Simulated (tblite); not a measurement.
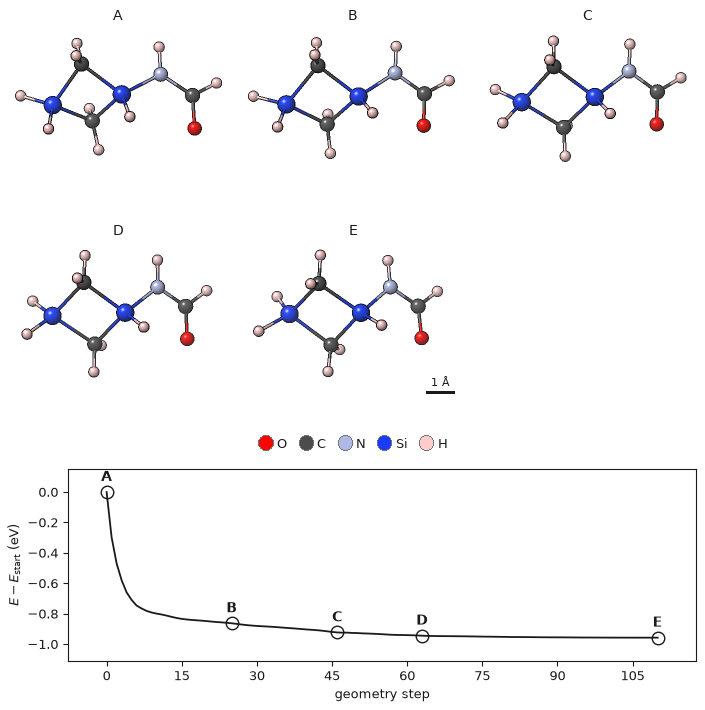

Frames of a relaxation of C3H9NOSi2, marked on the history of the run. Style: ball-and-stick. Shown at a tilt.

Level of theory: GFN2-xTB geometry optimisation, gas phase (tblite 0.8.0). 

Question: Describe the path.

Answer: An H atom moves most after the best rigid fit: 1.36 Å. By element the largest moves are H 1.36 Å, C 0.54 Å, O 0.52 Å, Si 0.48 Å, N 0.22 Å. Among the contacts that change: O–Si 3.035 → 2.719 Å, C–N 1.422 → 1.335 Å, C–O 1.261 → 1.208 Å, C–Si 1.869 → 1.917 Å. Among the angles between lasting bonds that change: C–Si–H 109.4° → 121.9°, H–C–H 117.8° → 106.4°, H–C–H 116.8° → 106.5°. Groups turn about C–Si by about 40°, C–Si by about 35°, C–Si by about 35°. After 110 geometry steps the energy has fallen by 0.957 eV. From step 0 to 25: an H atom moves most (0.32 Å), energy −0.863 eV. From step 25 to 46: an H atom moves most (0.49 Å), energy −0.060 eV. From step 46 to 63: an H atom moves most (0.39 Å), energy −0.022 eV. From step 63 to 110: an H atom moves most (0.42 Å), energy −0.013 eV.

| step | E − E(0), eV |
| --- | --- |
| 0 | 0.0000 |
| 1 | -0.2976 |
| 2 | -0.4693 |
| 3 | -0.5796 |
| 4 | -0.6601 |
| 5 | -0.7094 |
| 6 | -0.7465 |
| 7 | -0.7656 |
| 8 | -0.7816 |
| 9 | -0.7919 |
| 10 | -0.7992 |
| 15 | -0.8336 |
| 21 | -0.8516 |
| 26 | -0.8667 |
| 31 | -0.8821 |
| 36 | -0.8930 |
| 42 | -0.9081 |
| 47 | -0.9242 |
| 52 | -0.9298 |
| 57 | -0.9382 |
| 63 | -0.9442 |
| 68 | -0.9472 |
| 73 | -0.9490 |
| 78 | -0.9513 |
| 84 | -0.9535 |
| 89 | -0.9549 |
| 94 | -0.9559 |
| 99 | -0.9566 |
| 105 | -0.9570 |
| 110 | -0.9572 |
